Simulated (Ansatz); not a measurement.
# What Mo2NO2 monolayer distorts into

Which phase does Mo2NO2 monolayer fall into along its unstable mode, and how much energy does it gain?

Calculated with Ansatz 0.2.0; DFT PBEsol, scalar-relativistic, plane waves, PAW; PAW set soft_1.

### 1. The starting structure

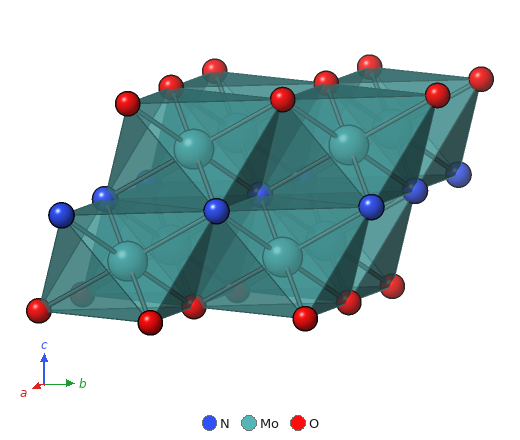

The starting structure, seen slightly off an axis (nitrogen blue, molybdenum teal, oxygen red). 2×2×1 cells are drawn. Some periodic images of atoms are drawn too.

The cell holds 5 atoms: 1 N, 2 Mo and 2 O. Cell: a = 3.128 Å, b = 3.128 Å, c = 32.600 Å, α = 90.0°, β = 90.0°, γ = 120.0°. Vacuum lies along c.

### 2. The dispersion

The cell comes from relaxations at this level that are not shown. Stability and thermal properties need the whole zone. Linear response on a 4×4×1 q mesh gives force constants as far as a supercell of that size would.

Contents of input.yaml:

```yaml
crystal:
  lattice:
    - [3.1275982884, 0.0, 0.0]
    - [-1.5637991442, 2.7085795706, 0.0]
    - [0.0, 0.0, 32.6]
  atoms:
    - { symbol: "N", position: [0.0, 0.0, 0.3067484663] }
    - { symbol: Mo, position: [0.3333333333, 0.6666666667, 0.3385219659] }
    - { symbol: Mo, position: [0.6666666667, 0.3333333333, 0.2749749666] }
    - { symbol: O, position: [0.6666666667, 0.3333333333, 0.3700275879] }
    - { symbol: O, position: [0.3333333333, 0.6666666667, 0.2434693446] }
  periodic: [true, true, false]
kpoints:
  mp_grid: { grid: [20, 20, 1] }
hamiltonian:
  xc: pbesol
  pseudopotentials: { kind: paw, azcp: { folder: soft_1 }, xc_functional: pbe }
scf:
  occupations: { method: methfessel_paxton, width: 0.2 }
output:
  eigenvalues: true
phonons:
  method: dfpt
  qmesh: [4, 4, 1]
  temperatures: { t_max: 1000, t_step: 50 }
  qpath:
    path:
      - [0.0, 0.0, 0.0]
      - [0.5, 0.0, 0.0]
      - [0.33333333, 0.33333333, 0.0]
      - [0.0, 0.0, 0.0]
    npoints: 10
```

Launch:

```sh
ansatz run input.yaml --threads 8 --pin off --max-ram 16384MiB --backend cpu --events-out ev --progress --plain --runs-dir out
```

Numbers of over 12 decimals in the logs are rounded to 6 here.

What it wrote:

```text
Warning: crystal.symmetry: narrowed to the stabiliser of the run's FFT grids — unitary ops 12 → 6. A phonons.method: dfpt run fills in the rows of the dynamical matrix that it does not solve by its symmetry operations, which is exact only for operations that map its FFT grids onto themselves: filled in by any other, the frequencies could depend on the order in which like atoms are typed, or, by more than the grids' own error, on where the crystal sits among the grids' points. Excluded: 6 operations. The run can therefore solve more perturbations, solve them on more k-points, or both, and cost more. [rest of the remark cut]
Engine: ansatz 0.2.0, aarch64-unknown-linux-gnu
Pseudopotentials: kind: paw
Pseudopotential: N, paw, valence charge 5, recommended cutoff 420 eV (normal), soft_1/N.paw.azcp
Pseudopotential: Mo, paw, valence charge 14, recommended cutoff 420 eV (normal), soft_1/Mo.paw.azcp
Pseudopotential: O, paw, valence charge 6, recommended cutoff 420 eV (normal), soft_1/O.paw.azcp
Functional definition: PBEsol
  exchange = pbesol_x
  correlation = pbesol_c
Crystal: 5 atoms, lattice volume = 276.166 Å³
Basis set: ecut = 420 eV, 5353 PW (Γ), exchange–correlation on 48×48×450 points (8 copies of the dense FFT grid, shifted against one another)
Bands: 28, of which v1, the nominal top of the filled ones, is band 23 counted from 1 (22 counted from 0)
Symmetry: 12 space group operations
k-points: 44 of 400 (irreducible under 6 space group operations, time reversal used)
Non-local potential: N, projectors of the file, l = 0: 2, l = 1: 2, l = 2: 1
Non-local potential: Mo, projectors of the file, l = 0: 3, l = 1: 2, l = 2: 2, l = 3: 1
Non-local potential: O, projectors of the file, l = 0: 2, l = 1: 2, l = 2: 1
PAW form: soft (Blöchl's): semilocal exchange-correlation on the pseudo side does not see the compensation charge
PAW frozen core: N, regenerated for the run's functional, and the local potential with it (the file was generated under x = pbe(κ = 0.804, μ = 0.219515), c = pbe(β = 0.066725))
PAW frozen core: Mo, regenerated for the run's functional, and the local potential with it (the file was generated under x = pbe(κ = 0.804, μ = 0.219515), c = pbe(β = 0.066725))
PAW frozen core: O, regenerated for the run's functional, and the local potential with it (the file was generated under x = pbe(κ = 0.804, μ = 0.219515), c = pbe(β = 0.066725))
PAW one-centre angular grid: N, 110 points (default); XC on 64 Gauss nodes
PAW one-centre angular grid: Mo, 590 points (default); XC on 64 Gauss nodes
PAW one-centre angular grid: O, 110 points (default); XC on 64 Gauss nodes
Initial density: superposition of atomic densities (neutral atoms: chi_scale 0, normalization atom)
Initial wavefunctions: pseudopotential atomic-orbital guess
Functional: x = pbesol(κ = 0.804, μ = 0.123457), c = pbesol(β = 0.046)
SCF iter   1: F=—  HF=-11304.017048 eV  |F-HF|=—  |Δ(HF+E_count)|=         —  Δρ=9.79e-2  dr2=3.14e1  ethr=3.10e-3  ⟨swp⟩=12.2  Hψ=9415  notcnv=0
preconditioner: auto → LDOS  [metal: Δε(μ)=0.036 eV  Ē_g=11.826 eV  σ=0.200 eV  W_gap=0.15  n_scr=20 (ndim 8)  ℏωp=12.0 eV  f_vac=0.776  D(μ)=2.23/eV (n_scr^D=12)  β→1.0]
SCF iter   2: F=—  HF=-11301.558236 eV  |F-HF|=—  |Δ(HF+E_count)|=    2.46e0  S|Δr|=    0.00e0  Δρ=1.21e-1  dr2=4.42e1  ethr=3.10e-3  ⟨swp⟩=6.2  Hψ=5023  notcnv=0  defer=39
SCF iter   3: F=—  HF=-11295.959629 eV  |F-HF|=—  |Δ(HF+E_count)|=    5.60e0  S|Δr|=    0.00e0  Δρ=1.48e-2  dr2=6.00e-1  ethr=3.10e-3  ⟨swp⟩=5.1  Hψ=4356  notcnv=0  defer=2
SCF iter   4: F=—  HF=-11295.859414 eV  |F-HF|=—  |Δ(HF+E_count)|=   1.00e-1  S|Δr|=    0.00e0  Δρ=4.20e-3  dr2=1.44e-1  ethr=1.33e-3  ⟨swp⟩=3.2  Hψ=3014  notcnv=0  defer=38
SCF iter   5: F=—  HF=-11295.841716 eV  |F-HF|=—  |Δ(HF+E_count)|=   1.77e-2  S|Δr|=    0.00e0  Δρ=3.00e-3  dr2=3.60e-2  ethr=3.21e-4  ⟨swp⟩=3.3  Hψ=2692  notcnv=0  defer=38
SCF iter   6: F=—  HF=-11295.835962 eV  |F-HF|=—  |Δ(HF+E_count)|=   5.75e-3  S|Δr|=    0.00e0  Δρ=7.94e-4  dr2=3.96e-3  ethr=7.99e-5  ⟨swp⟩=3.2  Hψ=2176  notcnv=0  defer=38
SCF iter   7: F=—  HF=-11295.835498 eV  |F-HF|=—  |Δ(HF+E_count)|=   4.64e-4  S|Δr|=    0.00e0  Δρ=1.95e-4  dr2=1.37e-4  ethr=8.81e-6  ⟨swp⟩=3.1  Hψ=2603  notcnv=0  defer=38
SCF iter   8: F=—  HF=-11295.835494 eV  |F-HF|=—  |Δ(HF+E_count)|=   3.87e-6  S|Δr|=    0.00e0  Δρ=9.44e-5  dr2=3.15e-5  ethr=3.05e-7  ⟨swp⟩=4.1  Hψ=3211  notcnv=0  defer=38
SCF iter   9: F=—  HF=-11295.835486 eV  |F-HF|=—  |Δ(HF+E_count)|=   7.58e-6  S|Δr|=    0.00e0  Δρ=1.78e-5  dr2=1.36e-6  ethr=6.99e-8  ⟨swp⟩=3.9  Hψ=2970  notcnv=0  defer=38
SCF iter  10: F=—  HF=-11295.835298 eV  |F-HF|=—  |Δ(HF+E_count)|=   1.89e-4  S|Δr|=    0.00e0  Δρ=4.25e-6  dr2=2.99e-8  ethr=3.01e-9  ⟨swp⟩=3.9  Hψ=3216  notcnv=0  defer=38
SCF iter  11: F=—  HF=-11295.835298 eV  |F-HF|=—  |Δ(HF+E_count)|=   1.17e-7  S|Δr|=    0.00e0  Δρ=1.34e-6  dr2=3.69e-9  ethr=6.64e-11  ⟨swp⟩=3.6  Hψ=2973  notcnv=0  defer=38
SCF iter  12: F=—  HF=-11295.835298 eV  |F-HF|=—  |Δ(HF+E_count)|=   8.13e-9  S|Δr|=    0.00e0  Δρ=2.48e-7  dr2=1.14e-10  ethr=8.19e-12  ⟨swp⟩=4.1  Hψ=3148  notcnv=0  defer=38
SCF iter  13: F=-11295.835298 eV  HF=-11295.835298 eV  |F-HF|=2.91e-11  |Δ(HF+E_count)|=   1.15e-9  S|Δr|=    0.00e0  Δρ=4.03e-8  dr2=3.81e-12  ethr=1.00e-12  ⟨swp⟩=20.9  Hψ=13138  notcnv=0
SCF 1 converged in 13 iterations: F = -11295.835298 eV  dr2 = 3.81e-12
  greatest PAW one-centre occupation: 0.999 electrons in one spin orbital (limit 2), on the Mo atom at site 2 (counted from 0), in its partial waves of l = 0
phonons: the bands overlap, so this run is a metal and interpolates without the dipole-dipole term. If the crystal is really an insulator or semiconductor, its LO-TO splitting is missing
NSCF: frozen V_eff on 44 k-points
WARN: eigensolver did not converge (k=24): 1 band(s) unlocked after 2 eigensolves, warm-restarted (20 sweeps on the last) at ethr=1.39e-12 eV (storage-precision floor; scheduled 1.00e-12 eV) (lowest unlocked band 27, counted from 0; max residual 5.63e-6 eV among the unlocked bands, 5.63e-6 eV over every band; other slots of this pass that fall short are told together in one closing line; warning suppressed until the next SCF loop or pass starts)
WARN: eigensolver did not converge in 2 slots of this pass, the one above among them; of largest residual over every band (k=24): 1 band(s) unlocked (lowest unlocked band 27, counted from 0; max residual 5.63e-6 eV among the unlocked bands, 5.63e-6 eV over every band); of lowest unlocked band (k=24): band 27
NSCF: frozen V_eff on 111 k-points
DFPT response loops at q = (0, 0, 0) (fractional): preconditioner auto → none (partly filled bands, converged f_vac=0.788); β = 0.50; Broyden in place of MSR1
NSCF: frozen V_eff on 420 k-points
DFPT response loops at q = (0, 0.25, 0) (fractional): mixed as the last ones told, above
NSCF: frozen V_eff on 222 k-points
DFPT response loops at q = (0, -0.5, 0) (fractional): mixed as the last ones told, above
NSCF: frozen V_eff on 800 k-points
DFPT response loops at q = (0.25, 0.25, 0) (fractional): mixed as the last ones told, above
SCF converged after 13 iterations
Stability not checked: this state was not tested for a lower state beside it, because cold or Methfessel-Paxton smearing, or corrected tetrahedra, fill the levels in a way that the test cannot read (fill_not_monotonic; see scf.lower_state_search)
Free energy (F): -11295.835298 eV
Harris-Foulkes:  -11295.835298 eV  (|F-HF|=2.91e-11)
Internal energy: -11295.835617 eV  (E = F + TS)
E sigma→0 (E₀):  -11295.835378 eV
Entropy (-TS):   0.000319 eV (0.064 meV/atom)
Fermi energy:    -6.094600 eV
--- Per-component energies (eV) ---
  E_band       = -1172.556617
  E_kinetic    = 1311.511929
  E_local      = -143372.746198  (includes V_loc(G=0)·N_el)
  E_nonlocal   = 439.476161
  E_hartree    = 70784.852559
  E_xc         = -550.610104
  E_vxc        = -694.718872  (∫ρ·V_xc dr)
  E_paw        = -6743.937258  (= ΣΔE_a)
  E_vpaw       = -425.787084  (= ΣTr[D̂ρ^β])
  E_aug_tail   = 0.002502  (compensation charges beyond the density's cutoff)
  E_ewald      = 66835.097517
  E_core_change = 0.517275  (= ΣΔE_core)
  E_smearing   = 0.000319  (= −TS)
  E_closure    = 0.000000  (closes the sum)
  Σ components = -11295.835298   (vs F -11295.835298, Δ=0.00e0)
--- Band table (eV; the first three rows and the last of 44) ---
  k-point 0: bands = [... 19 lower, -9.1663, -8.6673, -8.6673, -6.4133, -5.3319, -5.3319, -4.4319, -3.4679, ... 1 higher]
  k-point 1: bands = [... 19 lower, -9.0986, -8.4005, -8.3888, -6.5039, -5.3124, -5.2285, -4.4208, -3.5180, ... 1 higher]
  k-point 2: bands = [... 19 lower, -8.9772, -8.1045, -7.9733, -6.6288, -5.2414, -5.0300, -4.3893, -3.6115, ... 1 higher]
  k-point 43: bands = [... 19 lower, -10.0987, -7.0640, -6.9165, -6.7407, -4.5540, -4.4233, -3.8491, -2.3325, ... 1 higher]
--- Phonons (Γ-DFPT): 10 representative perturbations + reference (Σ response iterations 54) ---
  ASR residual: 4.313e-5 → 0.000e0 eV/Å²; symmetrization residual: 1.021e-5 eV/Å²
  The last average, over the group as it would stand without the narrowing to the FFT grids, took up to 3.333e-6 eV/Å² of the zone centre's force constants
  ASR residual per site (eV/Å²): 6.21e-6 1.30e-5 1.37e-5 4.31e-5 4.06e-5
  Γ frequencies (cm⁻¹): 0.00 0.00 0.00 152.89 152.89 285.51 360.69 360.69 398.76 398.76 479.93 536.53 542.88 685.33 685.33
--- Phonons (arbitrary-q DFPT): 4 irreducible q on the 4×4×1 mesh ---
  q = [0.0000, 0.0000, 0.0000] (star 1, of the zone-centre solve; hermiticity 7.07e-7, symmetrization 2.69e-13, taken by the last average 1.15e-7): -0.00 0.00 0.00 152.89 152.89 285.51 360.69 360.69 398.76 398.76 479.93 536.53 542.88 685.33 685.33
  q = [0.0000, 0.2500, 0.0000] (star 6, 15 solved perturbations on 210 of 400 k-point pairs; hermiticity 4.94e-7, symmetrization 1.05e-10, taken by the last average 8.50e-8): -164.24 -78.28 81.53 162.92 165.73 236.83 348.40 369.87 392.01 423.18 487.29 502.54 527.13 690.70 698.70
  q = [0.0000, -0.5000, 0.0000] (star 3, 15 solved perturbations on 111 of 400 k-point pairs; hermiticity 3.19e-7, symmetrization 4.49e-11, taken by the last average 7.58e-8): -132.71 -42.94 153.53 175.29 189.57 294.64 377.54 386.80 394.95 427.13 471.73 493.30 509.14 656.22 697.87
  q = [0.2500, 0.2500, 0.0000] (star 6, 10 solved perturbations in 3050 linear systems a pass and spin channel, the states on 400 of 400 k-point pairs; hermiticity 3.28e-7, symmetrization 1.04e-10, taken by the last average 9.71e-8): -138.12 82.82 150.16 163.52 182.20 289.50 354.60 393.74 405.53 405.94 478.29 480.04 522.09 686.57 717.48
  sum rule: each row above includes the acoustic sum rule's correction from the zone centre's row sums; it moved no ω² by more than (0.86 cm⁻¹)²
  mesh force constants: q→R imaginary residual 5.76e-18; ASR residual 4.313e-5 → 0.000e0 eV/Å²; symmetrization residual 1.066e-14 eV/Å²
  interpolated dispersion: 31 rows × 15 modes
  density of states and harmonic sums: on the 24×24×1 q-mesh, interpolated from the force constants of a 4×4×1 supercell (no non-analytic term)
  largest difference from the sums on the solved wave vectors: F 3.73e-2 eV, S 4.31e-5 and C_V 1.13e-5 eV/K
  zero-point energy: 0.321441 eV/cell   skipped modes (ω ≤ 0): 100, of them read as no rigid motion or as one in doubt: 97 (1.615e0 modes/cell left out, lowest -169.74 cm⁻¹)   left out of the sums: 1.08e-1 of the cell's modes: C_V's classical limit lies that fraction below 3 k_B per atom; for a crystal, a wire or a layer, F and S can be off by more, and a phonons.interpolated_qmesh denser along its periods is the remedy for the sampling
```

Wall time 17 min (8 threads of Arm Neoverse V2, shared host); peak memory 5.8 GiB.

This run has no spin polarisation, although Mo can carry a moment.

This step gave:

| Property | Result |
| --- | --- |
| gap on the k-mesh | 0 eV |
| sum-rule residual before enforcement | 4.31e-5 eV/Å² |
| lowest frequency on the path | -169.7 cm⁻¹ |
| point group | -3m |
| highest frequency on the path or at a solved wavevector | 719.5 cm⁻¹ |
| area per atom | 1.694 Å² |
| highest optical mode at the zone centre (no LO-TO term) | 685.3 cm⁻¹ |
| lowest optical zone-centre mode | 152.9 cm⁻¹ |
| lowest mode on the q mesh (acoustic modes at Γ apart) | -164.2 cm⁻¹ |

Frequencies (cm⁻¹) solved at each irreducible wavevector; negative means imaginary. Frequencies by wavevector, by row:

```
q in reciprocal lattice units  star  mode 1  mode 2  mode 3  mode 4  mode 13  mode 14  mode 15
                        0 0 0     1       0       0       0   152.9    542.9    685.3    685.3
                     0 0.25 0     6  -164.2   -78.3    81.5   162.9    527.1    690.7    698.7
                     0 -0.5 0     3  -132.7   -42.9   153.5   175.3    509.1    656.2    697.9
                  0.25 0.25 0     6  -138.1    82.8   150.2   163.5    522.1    686.6    717.5
```

Interpolated from a 4×4×1 q mesh. Phonon branches along the path, in cm⁻¹:

```
point  branch 1  branch 2  branch 3  branch 4  branch 12  branch 13  branch 14  branch 15
    Γ         0         0         0       153        536        543        685        685
    M      -133       -43       154       175        493        509        656        698
    K        34        94        94       176        477        520        714        714
    Γ         0         0         0       153        536        543        685        685
```

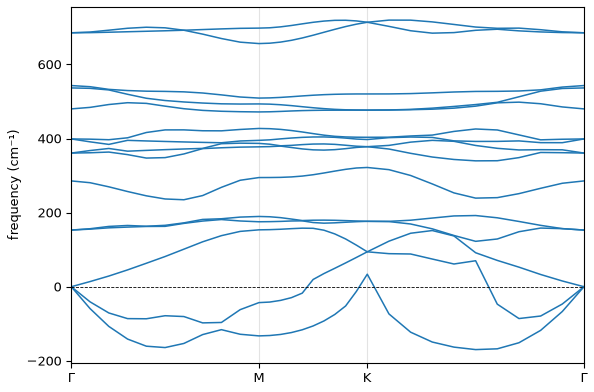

Phonon branches along the path.

Symmetry leaves 4 wavevectors to solve. The lowest mode among them, the acoustic zeros apart, lies at q = (0, 0.25, 0) and is imaginary, 164.2i cm⁻¹, so the energy falls along it. Between them the interpolated path dips to 170i cm⁻¹.

### 3. The mode frozen in, largest atomic shift 0 Å

The mode followed lies at q = (0, -0.5, 0) with frequency 42.9i cm⁻¹, one of the unstable modes though not the softest. At small amplitude the distorted cell has space group no. 13 by a symmetry search on the positions. The undistorted cell that holds it gives the zero of energy on the same k mesh.

System of this step: Mo2NO2 monolayer. The cell holds 10 atoms: 2 N, 4 Mo and 4 O. Cell: a = 3.128 Å, b = 5.417 Å, c = 32.600 Å, α = 90.0°, β = 90.0°, γ = 90.0°. It derives from Mo2NO2. Vacuum lies along c.

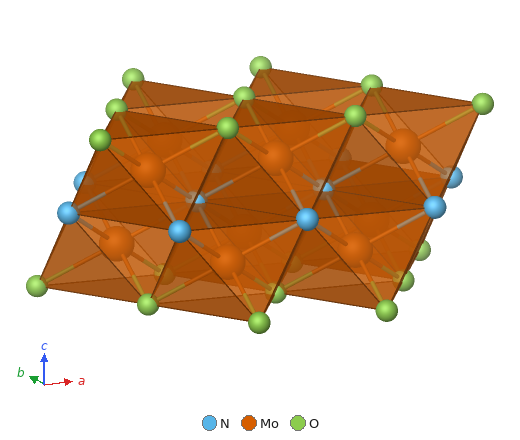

The cell of this step (nitrogen blue, molybdenum orange, oxygen green). 2×1×1 cells are drawn. Some periodic images of atoms are drawn too.

Contents of input.yaml:

```yaml
crystal:
  lattice:
    - [3.1275982884, 0.0, 0.0]
    - [1.0e-10, 5.4171591411, 0.0]
    - [0.0, 0.0, 32.6]
  atoms:
    - { symbol: "N", position: [0.5, 0.5, 0.3067484663] }
    - { symbol: "N", position: [0.0, 0.0, 0.3067484663] }
    - { symbol: Mo, position: [0.0, 0.3333333333, 0.3385219659] }
    - { symbol: Mo, position: [0.5, 0.8333333333, 0.3385219659] }
    - { symbol: Mo, position: [0.5, 0.1666666667, 0.2749749666] }
    - { symbol: Mo, position: [0.0, 0.6666666667, 0.2749749666] }
    - { symbol: O, position: [0.5, 0.1666666667, 0.3700275879] }
    - { symbol: O, position: [0.0, 0.6666666667, 0.3700275879] }
    - { symbol: O, position: [0.0, 0.3333333333, 0.2434693446] }
    - { symbol: O, position: [0.5, 0.8333333333, 0.2434693446] }
  periodic: [true, true, false]
kpoints:
  mp_grid: { grid: [12, 8, 1] }
hamiltonian:
  xc: pbesol
  pseudopotentials: { kind: paw, azcp: { folder: soft_1 }, xc_functional: pbe }
scf:
  occupations: { method: methfessel_paxton, width: 0.2 }
output:
  forces: true
  stress: true
  eigenvalues: true
```

What it wrote:

```text
[...]
Crystal: 10 atoms, lattice volume = 552.332 Å³
Basis set: ecut = 420 eV, 10785 PW (Γ), exchange–correlation on 48×80×450 points (8 copies of the dense FFT grid, shifted against one another)
Bands: 55, of which v1, the nominal top of the filled ones, is band 45 counted from 1 (44 counted from 0)
Symmetry: 8 space group operations
[...]
k-points: 35 of 96
[...]
k-point 0: bands = [... 41 lower, -8.6678, -7.9962, -6.4139, -6.2627, -6.0331, -5.3326, -5.3325, -4.9420, ... 6 higher]
  k-point 1: bands = [... 41 lower, -8.2860, -8.0169, -6.5420, -6.3379, -5.9793, -5.3013, -5.1817, -4.8436, ... 6 higher]
  k-point 2: bands = [... 41 lower, -8.0100, -7.7772, -6.6379, -6.5303, -5.8777, -5.1786, -4.9402, -4.7193, ... 6 higher]
  k-point 34: bands = [... 41 lower, -7.9965, -6.2626, -6.2626, -6.0329, -6.0329, -4.9417, -4.9417, -4.7688, ... 6 higher]
[key lines of the parts left out:]
SCF converged after 11 iterations
Free energy (F): -22591.670268 eV
Fermi energy:    -6.096520 eV
P = ½ c Tr σ = -0.0155 N/m
```

The job ended after 14 s (8 threads; peak memory 2.1 GiB).

This step gave:

```yaml
energy_from_the_undistorted_cell: 0 meV/atom
```

### 4. The mode frozen in, largest atomic shift 0.08 Å

The atoms are moved along the unstable eigenvector, the largest shift by 0.08 Å, with the cell fixed.

input.yaml, the sections that differ from step 3:

```yaml
crystal:
  lattice:
    - [3.1275982884, 0.0, 0.0]
    - [1.0e-10, 5.4171591411, 0.0]
    - [0.0, 0.0, 32.6]
  atoms:
    - { symbol: "N", position: [0.4744212675, 0.5, 0.3067484663] }
    - { symbol: "N", position: [0.0255787325, 0.0, 0.3067484663] }
    - { symbol: Mo, position: [-0.0235733827, 0.3333333333, 0.3385219659] }
    - { symbol: Mo, position: [0.5235733827, 0.8333333333, 0.3385219659] }
    - { symbol: Mo, position: [0.5235733827, 0.1666666667, 0.2749749666] }
    - { symbol: Mo, position: [-0.0235733827, 0.6666666667, 0.2749749666] }
    - { symbol: O, position: [0.4863942353, 0.1666666667, 0.3700275879] }
    - { symbol: O, position: [0.0136057647, 0.6666666667, 0.3700275879] }
    - { symbol: O, position: [0.0136057647, 0.3333333333, 0.2434693446] }
    - { symbol: O, position: [0.4863942353, 0.8333333333, 0.2434693446] }
  periodic: [true, true, false]
# kpoints, hamiltonian, scf, output: as in step 3
```

What it wrote:

```text
[...]
Crystal: 10 atoms, lattice volume = 552.332 Å³
Basis set: ecut = 420 eV, 10785 PW (Γ), exchange–correlation on 48×80×450 points (8 copies of the dense FFT grid, shifted against one another)
Bands: 55, of which v1, the nominal top of the filled ones, is band 45 counted from 1 (44 counted from 0)
Symmetry: 4 space group operations
[...]
k-points: 35 of 96
[...]
k-point 0: bands = [... 41 lower, -8.6197, -8.0129, -6.8140, -5.9742, -5.8908, -5.5252, -5.3580, -4.9270, ... 6 higher]
  k-point 1: bands = [... 41 lower, -8.2907, -8.0260, -6.9215, -5.9984, -5.9518, -5.4537, -5.2002, -4.8711, ... 6 higher]
  k-point 2: bands = [... 41 lower, -8.0233, -7.8027, -7.0614, -6.1613, -5.9069, -5.2636, -4.9508, -4.7387, ... 6 higher]
  k-point 34: bands = [... 41 lower, -8.0225, -6.2189, -6.2189, -6.0751, -6.0751, -4.9225, -4.9225, -4.7305, ... 6 higher]
[key lines of the parts left out:]
SCF converged after 11 iterations
Free energy (F): -22591.679572 eV
Fermi energy:    -6.060051 eV
P = ½ c Tr σ = -0.3385 N/m
```

It took 13 s on 8 threads; peak memory 2.1 GiB.

Numbers from this step:

- energy from the undistorted cell: -0.921 meV/atom

The energy, extrapolated to zero smearing, is -0.92 meV/atom against the undistorted cell.

[end of part 1 of 3]

[Logs are printed without paths, hosts, clocks, repeated set-up lines and the standing remarks that a program may print on its own settings, such as how far it seeks lower states.]

[Hosts, paths, dates, database ids (printed as entryN), source tags and the programs' standing remarks are cut or masked in the printed files.]
